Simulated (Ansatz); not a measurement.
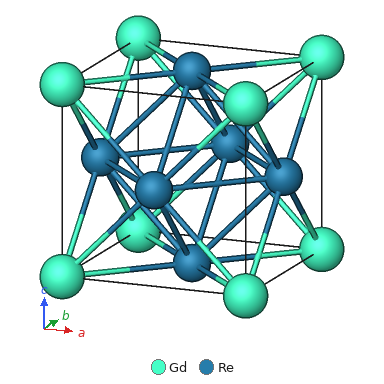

System: GdRe₃, space group Pm-3m (No. 221) (cell built by us, not taken from a database). The picture shows the cell.

The given structure:
```yaml
crystal:
  lattice:
    - [4.13372, 0.00000, 0.00000]
    - [0.00000, 4.13372, 0.00000]
    - [0.00000, 0.00000, 4.13372]
  atoms:
    - { symbol: Gd, position: [0.00000, 0.00000, 0.00000] }
    - { symbol: Re, position: [0.00000, 0.50000, 0.50000] }
    - { symbol: Re, position: [0.50000, 0.50000, 0.00000] }
    - { symbol: Re, position: [0.50000, 0.00000, 0.50000] }
```

One of the inputs:
```
crystal:
  lattice:
    - [4.133720134, 0.0, 0.0]
    - [0.0, 4.133720134, 4.133720134]
    - [0.0, 0.0, 8.267440268]
  atoms:
    - { symbol: Gd, position: [0.0, 0.0, 0.0], spin: 7.0 }
    - { symbol: Re, position: [0.0, 0.5, 0.0] }
    - { symbol: Re, position: [0.5, 0.5, 0.75] }
    - { symbol: Re, position: [0.5, 0.0, 0.25] }
    - { symbol: Gd, position: [0.0, 0.0, 0.5], spin: -7.0 }
    - { symbol: Re, position: [0.0, 0.5, 0.5] }
    - { symbol: Re, position: [0.5, 0.5, 0.25] }
    - { symbol: Re, position: [0.5, 0.0, 0.75] }
basis:
  ecutwfc: 420
  ecutrho_ratio: 4
kpoints:
  mp_grid: { grid: [8, 8, 4] }
hamiltonian:
  xc: pbe
  hubbard: { sites: [{ species: Gd, l: f, u_eff: 6.0 }] }
scf:
  occupations: { method: gaussian, width: 0.05 }
  lower_state_search: "off"
output:
  forces: true
  stress: true
  eigenvalues: true
  populations: true
  hubbard: { sites: [{ species: Gd, l: f }] }
magnetization:
  spin_polarized: true
checkpoint:
  read: start.run
  write: ck
  compress: false
  write_wavefunctions: false
  write_every: 100000
```

Command:
```bash
ansatz run input.yaml --threads 2 --pin off --max-ram 2662MiB --backend cpu --events-out ev --progress --plain --runs-dir out
```

Method: plane-wave density functional theory, PAW datasets, Gaussian smearing 0.05 eV: magnetic starts at the geometry given; energies counted from the first row's state on a like mesh; signs (u up, d down) over the magnetic atoms in order; propagation vectors in reciprocal vectors of the given cell (Ansatz 0.2.0). Level: PBE, collinear spin. Hubbard U_eff: Gd 6 eV.

PAW set soft_2; wave cutoff 420 eV; k mesh of first row 8×8×8.

Key: 1 = ferromagnetic (signs u); 2 = no spin polarisation; 3 = antiferromagnetic, doubled cell, propagation vector 0, 0, 1/2 (signs ud); 4 = antiferromagnetic, doubled cell, propagation vector 0, 1/2, 1/2 (signs ud); 5 = antiferromagnetic, doubled cell, propagation vector 1/2, 1/2, 1/2 (signs ud); 6 = small parallel starting moments (signs u).

Predict the energy relative to the first start of each magnetic start.

Among these starts the lowest are no. 4 and no. 3, which are equal within what the calculation resolves; the next, no. 5, is 4 meV/atom higher. In rising order: no. 4 (−4), no. 3 (−3), no. 5 (0), no. 1 (0), no. 6 (0), no. 2 (2581), in meV/atom. The largest moment, in μB, is 7.027 for no. 1, 0.000 for no. 2, 7.055 for no. 3, 7.056 for no. 4, 7.024 for no. 5 and 7.027 for no. 6. The pressure, in GPa, is 0.00 for no. 1, −5.50 for no. 2, −0.07 for no. 3, −0.05 for no. 4, 0.00 for no. 5 and 0.00 for no. 6.

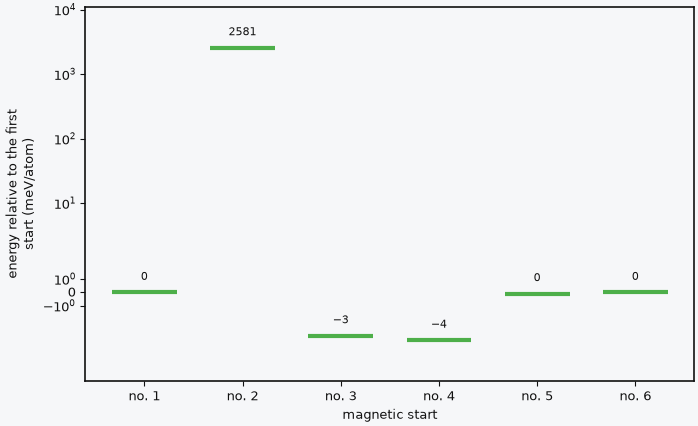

The energy axis is linear near zero and logarithmic beyond.
